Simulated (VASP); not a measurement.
Band structure of GaP (space group P6_3mc). These are modified Becke-Johnson potential (mBJ), VASP's PBE PAW potentials (set 64) (plane waves; VASP 6.6.1) values and carry that method's errors.

mBJ is a potential without an energy functional, so only the levels count.

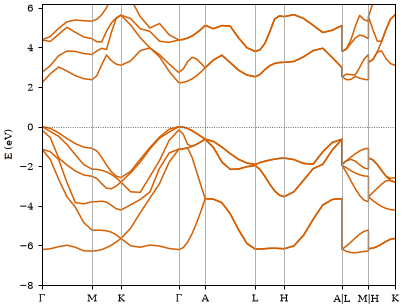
Figure. Bands along high-symmetry lines, zero at the valence-band maximum or, without a gap, the Fermi level

### Question
Read the plot: is there a gap, and where are the band edges?

### Answer
The gap is direct, 2.21 eV, from the valence maximum at Γ to the conduction minimum at Γ.

The structure comes from a computed database's GaP entry (P6_3mc); how it stands against other phases isn't given here. It was relaxed first. The cell's shape comes from a PBE relaxation.
